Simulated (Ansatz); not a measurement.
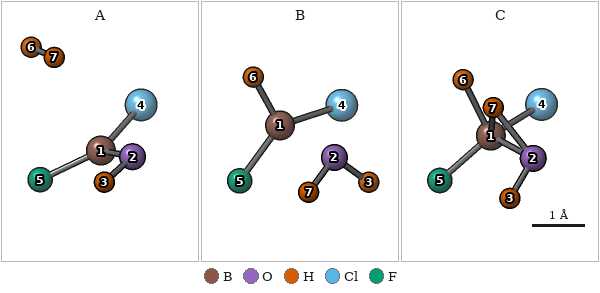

3 geometries from a converged minimum-energy path of BH3OClF, made up at the start of BHOClF and H2, shuffled. The picture is a ball-and-stick view, seen from a free direction.

Method: RKS PBE-D4/def2-SVP (Ansatz 0.2.0). Settings: 7 movable images; climbing image; force threshold 0.05 eV/Å; iteration limit 60; starting path through a guess of the saddle point.

Question: Which frame is the top of the path?

Answer: C. In order along the path, whose images run from 0 to 8: A (image 1, +0.05 eV), C (image 3, +1.65 eV), B (image 7, +0.73 eV). Breaking: H6–H7 (0.77 → 1.06 at the top → 2.95 Å). Forming: B1–H6 (3.13 → 1.39 at the top → 1.21 Å), O2–H7 (2.88 → 1.27 at the top → 0.98 Å).

Limits of the set-up: the start holds two separate molecules, 2.9 Å apart at their closest, whose relative position is a soft coordinate.
